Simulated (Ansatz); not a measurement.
# One shape, several levels: BH2Br− (SMILES [BH2-]Br)

Aim: a comparison of 6 runs (UHF/STO-3G, U-r2SCAN0/STO-3G, U-revPBE/STO-3G, U-wB97X/STO-3G, UCCSDT/STO-3G, UCCSD(T)/STO-3G) of BH2Br−. 

The results are computed with Ansatz 0.2.0.

7 further runs of the same task are left out: 6 that didn't finish, 1 set aside as unsound or not needed.

## 1. The molecule

BH2Br−: 4 atoms, total charge -1, spin state doublet. As SMILES, `[BH2-]Br`. The H3–B1 distance was set to 3.032 Å, away from the relaxed value. At this shape a bond of the SMILES string is far longer than usual.

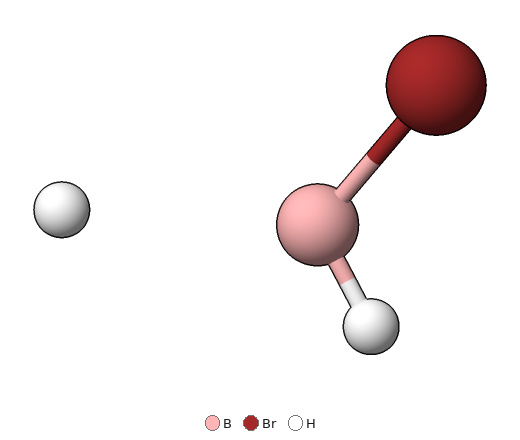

Viewed from a chosen angle; boron pink, bromine red, hydrogen white.

## 2. A single-point energy at UHF/STO-3G (run 1)

in.yaml reads:

```yaml
basis:
  gaussian:
    orbitals: STO-3G
crystal:
  periodic: [false, false, false]
  atoms:
    - {symbol: B, position_ang: [0.203914, 1.664618, -0.816941]}
    - {symbol: Br, position_ang: [2.124544, 2.096648, -0.157151]}
    - {symbol: H, position_ang: [-0.770230, -0.861690, 0.547550]}
    - {symbol: H, position_ang: [0.195224, 1.647758, -2.029531]}
magnetization:
  spin_polarized: true
  initial_magnetization: 1
accuracy: high
hamiltonian:
  xc: hf
total_charge: -1
```

Launch:

```
$ ansatz run in.yaml --threads 1 --pin off --max-ram 2610MiB --events-out events.jsonl --progress --plain --runs-dir runs
```

The program printed:

```text
Warning: RAYON_NUM_THREADS=1 ignored (pool sized by the plan → 1); use --threads N
Functional definition: HF
  name "HF"
  exchange = exact_x
  correlation = 0
337 factors; integrals over basis functions are off by at most 1.1e-8 eV
mean field evaluation 1: about -69923.8122 eV, gradient 1.1e1 eV
mean field evaluation 2: about -69923.8516 eV, gradient 1.1e1 eV
mean field evaluation 4: about -69926.5568 eV, gradient 3.0e0 eV
mean field evaluation 8: about -69926.8366 eV, gradient 7.7e-1 eV
mean field evaluation 16: about -69929.2355 eV, gradient 3.6e-5 eV
mean field evaluation 32: about -69929.5645 eV, gradient 7.3e-9 eV
mean field evaluation 64: about -69928.5494 eV, gradient 1.3e-2 eV
mean field -69929.56445862 eV, -2569.8640938932 hartree, gradient 7.0e-9 eV, S^2 1.728527; 3 other end points of the search recorded, 0 dependent functions left out
reference -69929.56445862 eV, -2569.8640938932 hartree; 22, 21 occupied and 3, 4 virtual orbitals, 337 factors
Total energy: -69929.56445862 eV, -2569.8640938932 hartree
```

It took 0.36 s on 1 thread of Arm Neoverse V1, shared host.

## 3. The energy at U-r2SCAN0/STO-3G (run 2)

input.yaml reads:

```yaml
crystal:
  periodic: [false, false, false]
  atoms:
    - symbol: B
      position_ang: [0.203914, 1.664618, -0.816941]
    - symbol: Br
      position_ang: [2.124544, 2.096648, -0.157151]
    - symbol: H
      position_ang: [-0.770230, -0.861690, 0.547550]
    - symbol: H
      position_ang: [0.195224, 1.647758, -2.029531]
basis:
  gaussian:
    orbitals: STO-3G
magnetization:
  spin_polarized: true
  initial_magnetization: 1
total_charge: -1
accuracy: high
hamiltonian:
  xc: {name: r2SCAN0}
```

Launch:

```
$ ansatz run input.yaml --threads 1 --pin off --max-ram 2610MiB --events-out events.jsonl --progress --plain --runs-dir runs
```

The program printed:

```text
Warning: RAYON_NUM_THREADS=1 ignored (pool sized by the plan → 1); use --threads N
Functional definition: r2SCAN0
  name "r2SCAN0"
  parameter a = 0.25
  parameter k0 = 0.174
  parameter k1 = 0.065
  parameter a1 = 4.9479
  exchange = (1 - a)*r2scan_x(k0 = k0, k1 = k1, a1 = a1) + a*exact_x
  correlation = r2scan_c
337 factors; integrals over basis functions are off by at most 1.1e-8 eV
mean field evaluation 1: about -69970.8572 eV, gradient 8.1e0 eV
mean field evaluation 2: about -69951.7630 eV, gradient 2.0e1 eV
mean field evaluation 4: about -69974.4070 eV, gradient 4.4e0 eV
mean field evaluation 8: about -69975.4042 eV, gradient 3.6e-1 eV
mean field evaluation 16: about -69975.3987 eV, gradient 3.6e-4 eV
mean field evaluation 32: about -69975.3986 eV, gradient 5.9e-2 eV
mean field evaluation 64: about -69974.7456 eV, gradient 1.7e0 eV
mean field -69975.39873201 eV, -2571.5484723726 hartree, gradient 2.4e-8 eV, S^2 1.479031; 4 other end points of the search recorded, 0 dependent functions left out
reference -69975.39873269 eV, -2571.5484723974 hartree; 22, 21 occupied and 3, 4 virtual orbitals, 337 factors
Total energy: -69975.39873269 eV, -2571.5484723974 hartree
```

It took 14 s on 1 thread of Arm Neoverse V1, shared host; peak memory 0.21 GiB.

Runs 3 to 4 aren't shown in full; the table further down has their settings and results.

## 4. The energy at UCCSDT/STO-3G (run 5)

job.yaml reads:

```yaml
crystal:
  periodic: [false, false, false]
  atoms:
    - {symbol: B, position_ang: [0.203914, 1.664618, -0.816941]}
    - {symbol: Br, position_ang: [2.124544, 2.096648, -0.157151]}
    - {symbol: H, position_ang: [-0.770230, -0.861690, 0.547550]}
    - {symbol: H, position_ang: [0.195224, 1.647758, -2.029531]}
basis:
  gaussian:
    orbitals: STO-3G
total_charge: -1
magnetization:
  spin_polarized: true
  initial_magnetization: 1
correlation:
  method: ccsdt
  frozen_orbitals: {B: 1, Br: 9, H: 0}
accuracy: high
scf:
  omitted_lower_state_checks: [cluster_reference, increment]
```

Launch:

```
$ ansatz run job.yaml --threads 1 --pin off --max-ram 2610MiB --events-out events.jsonl --progress --plain --runs-dir runs
```

The program printed:

```text
Warning: RAYON_NUM_THREADS=1 ignored (pool sized by the plan → 1); use --threads N
[... 14 lines left out ...]
10 core orbitals not correlated: weight in the atoms' cores, before any rotation towards them, 1.000 or more for the frozen orbitals, at most 0.000 for the correlated occupied ones
[... 80 lines left out ...]
Total energy: -69930.48935657 eV, -2569.8980832657 hartree
Checks for a lower state left out: cluster_reference, increment
```

It took 3 s on 1 thread of Arm Neoverse V1, shared host.

## 5. The energy at UCCSD(T)/STO-3G (run 6)

molecule.yaml reads:

```yaml
crystal:
  periodic: [false, false, false]
  atoms:
    - symbol: B
      position_ang: [0.203914, 1.664618, -0.816941]
    - symbol: Br
      position_ang: [2.124544, 2.096648, -0.157151]
    - symbol: H
      position_ang: [-0.770230, -0.861690, 0.547550]
    - symbol: H
      position_ang: [0.195224, 1.647758, -2.029531]
basis:
  gaussian:
    orbitals: STO-3G
total_charge: -1
magnetization:
  spin_polarized: true
  initial_magnetization: 1
correlation:
  method: ccsd_t
  frozen_orbitals: {B: 1, Br: 9, H: 0}
accuracy: high
scf:
  omitted_lower_state_checks: [cluster_reference, increment]
```

Launch:

```
$ ansatz run molecule.yaml --threads 1 --pin off --max-ram 2610MiB --events-out events.jsonl --progress --plain --runs-dir runs
```

The program printed:

```text
Warning: RAYON_NUM_THREADS=1 ignored (pool sized by the plan → 1); use --threads N
[... 14 lines left out ...]
10 core orbitals not correlated: weight in the atoms' cores, before any rotation towards them, 1.000 or more for the frozen orbitals, at most 0.000 for the correlated occupied ones
[... 87 lines left out ...]
Total energy: -69930.45466412 eV, -2569.8968083419 hartree
Checks for a lower state left out: cluster_reference, increment
```

Wall time 1.1 s (1 thread of Arm Neoverse V1, shared host).

## 6. Overview of the runs

| run | level | frozen core orbitals | energy (Eh) | ⟨S²⟩ | wall time |
| --- | --- | --- | --- | --- | --- |
| 1 | UHF/STO-3G | – | -2569.864094 | 1.729 | 0.36 s |
| 2 | U-r2SCAN0/STO-3G | – | -2571.548472 | 1.479 | 14 s |
| 3 | U-revPBE/STO-3G | – | -2571.176094 | 1.035 | 3.6 s |
| 4 | U-wB97X/STO-3G | – | -2571.452764 | 1.109 | 15 s |
| 5 | UCCSDT/STO-3G | 10 | -2569.898083 | 1.729 | 3 s |
| 6 | UCCSD(T)/STO-3G | 10 | -2569.896808 | 1.729 | 1.1 s |

## 7. Summary of results

| quantity | value |
| --- | --- |
| run 6: total energy | -2569.89681 Eh |
| run 6: correlation energy (10 core orbitals frozen) | -32.7 mEh |
| run 6: (T) correction | -0.72 mEh |
| run 6: ⟨S²⟩ of the reference determinant | 1.729 |
| run 6: T1 diagnostic | 0.019 |

Below the UHF energy at the same shape and in the same basis (STO-3G): UCCSDT -34.0 mEh; UCCSD(T) -32.7 mEh. Totals of different functionals can't be ranked against each other. In runs 1, 2, 3, 4, 5, 6 the basis is minimal, so the values are rough. Spin contamination of the reference: run 1 ⟨S²⟩ = 1.73, run 5 ⟨S²⟩ = 1.73, run 6 ⟨S²⟩ = 1.73, run 2 ⟨S²⟩ = 1.48, run 4 ⟨S²⟩ = 1.11, run 3 ⟨S²⟩ = 1.03. Where it is this large, the reference is a mixture of spin states, and values that rest on it are in doubt. All runs together took 37 s, the longest 15 s.
